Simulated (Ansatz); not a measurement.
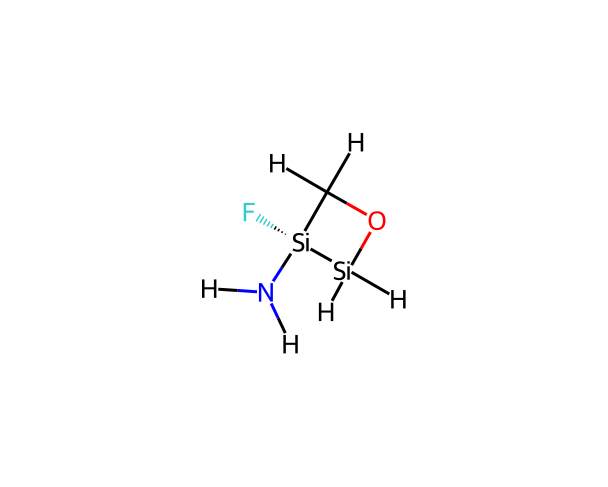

(Drawn from a calculation with Ansatz.)

A structural formula.

Question: Give its SMILES.

Answer: N[Si@@]1(F)CO[SiH2]1

Question: What is the molecular formula?

Answer: CH6FNOSi2.

Question: An optimisation with PBE0-D4/def2-TZVP gave a structure of which point group?

Answer: C1.
